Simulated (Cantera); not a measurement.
Input: 1 mol SiH2Cl2, 0.42 mol Cl2, a varied amount of N2, at 1748.15 K and 240 Pa.

Cantera equilibrium calculation (NASA polynomials, part measured and part estimated; ideal gas, pure solids and liquids). Candidate condensed phases: NH4Cl, Si, Si3N4; 28 gas species. The tables' values for SiCl3, SiCl are old estimates; treat these amounts as uncertain. Equilibrium is a limit: real reactors are often held back by kinetics, nucleation or transport.

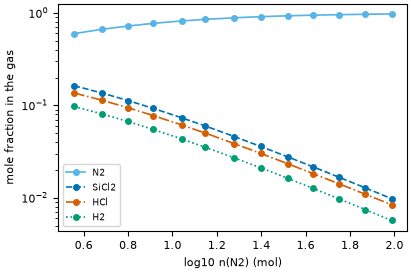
Equilibrium gas composition (values under 1e-9 drawn at 1e-9)

From 3.6 mol N2 to 97 mol N2 nothing is condensed. The main Si-bearing gas is SiCl2 throughout.
